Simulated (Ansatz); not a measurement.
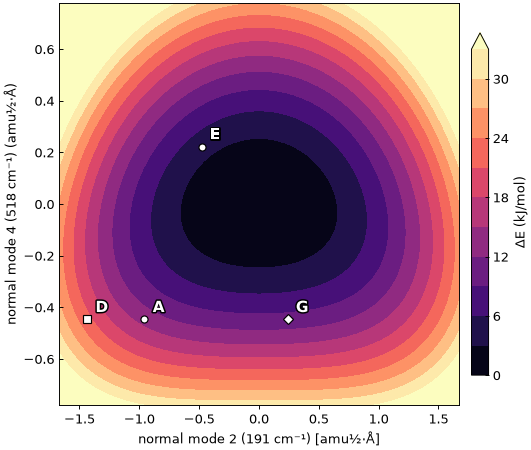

CCl2Si, SMILES ClC#[Si]Cl. Coordinates scanned: (1) normal mode 2 (191 cm⁻¹); (2) normal mode 4 (518 cm⁻¹). Nothing is relaxed (straight displacements along the two mass-weighted modes). The scan uses a 15 × 15 grid; 120 points were computed and 105 follow by symmetry. Points are written as (first, second). Energies are in kJ/mol, from the lowest grid point. Method: Ansatz 0.2.0, RKS PBE0-D4/def2-SVP.

Drawn: filled contours, one colour for all values above the top of the scale, lettered points. Between grid points the surface is interpolated.

Question: Rank the lettered points by energy, lowest first.

Answer: E (4.3 kJ/mol), G (10.1 kJ/mol), A (13.8 kJ/mol), D (21.9 kJ/mol).

Question: What kind of point is each of A, D, E, G: minimum, saddle, maximum or slope?

Answer: A: on a slope; D: on a slope; E: on a slope; G: on a slope. (In these two coordinates alone; a stationary point may lie a little off the grid point.)
